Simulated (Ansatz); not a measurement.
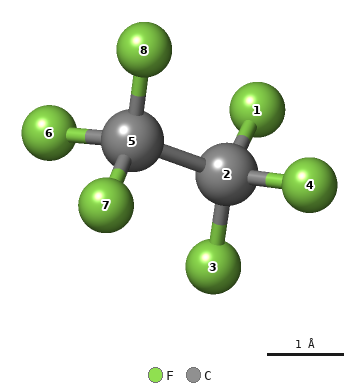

C2F6 (coarse preliminary run), before the relaxation. The picture is a ball-and-stick view, seen from a free direction.

The start comes from a force field.

The calculation used RKS PBE-D4/def2-SVP in Ansatz.

Input
```yaml
crystal:
  periodic: [false, false, false]
  atoms:
    - {symbol: F, position_ang: [1.138900, -0.851700, 1.173900]}
    - {symbol: C, position_ang: [0.641400, -0.404100, -0.055300]}
    - {symbol: F, position_ang: [1.608600, 0.334100, -0.626800]}
    - {symbol: F, position_ang: [0.580000, -1.506900, -0.817700]}
    - {symbol: C, position_ang: [-0.658400, 0.381700, 0.029900]}
    - {symbol: F, position_ang: [-0.521400, 1.521000, 0.805900]}
    - {symbol: F, position_ang: [-1.078900, 0.796600, -1.165100]}
    - {symbol: F, position_ang: [-1.618000, -0.327800, 0.599400]}
basis:
  gaussian: {orbitals: def2-SVP}
hamiltonian: {xc: pbe, dispersion: d4}
relax: {f_tol: 0.03, max_steps: 200}
```

Launched with:
```bash
ansatz run in.yaml --threads 2 --pin off --events-out ev --progress --plain --max-ram 32768MiB --backend cpu
```

### What does the optimiser find from here?

After 4 geometry steps the energy has fallen by 0.278 eV. The largest force component goes from 3.2 to 0.0025 eV/Å. The atom that moves furthest after the best rigid fit is F1 (0.090 Å). By element the largest moves are F 0.090 Å, C 0.036 Å. Near-neighbour distances that change, for instance: F1–C2 1.400 → 1.342 Å, C5–F6 1.385 → 1.342 Å, C2–C5 1.521 → 1.555 Å, C5–F8 1.322 → 1.342 Å. Bond angles that change, for instance: F3–C2–F4 104.0° → 109.1°, F1–C2–C5 114.8° → 109.8°, F1–C2–F4 104.6° → 109.1°.

History of the run:

| step | E − E(0), eV | largest force component, eV/Å |
| --- | --- | --- |
| 0 | 0.0000 | 3.2120 |
| 1 | -0.2367 | 1.0479 |
| 2 | -0.2774 | 0.1261 |
| 3 | -0.2782 | 0.0405 |
| 4 | -0.2782 | 0.0025 |

The structure at the end:

```xyz
8

F     1.0776   -0.7868    1.1628
C     0.6773   -0.4055   -0.0596
F     1.6263    0.3654   -0.6119
F     0.4973   -1.4944   -0.8223
C    -0.6543    0.3912    0.0457
F    -0.4730    1.4823    0.8050
F    -1.0567    0.7690   -1.1771
F    -1.6023   -0.3782    0.6016
```

The end point in the same view:

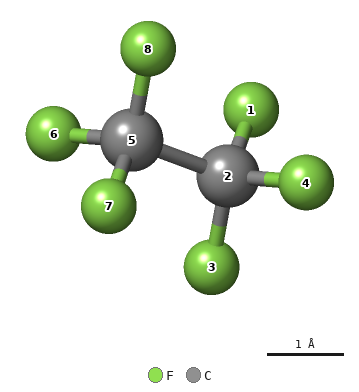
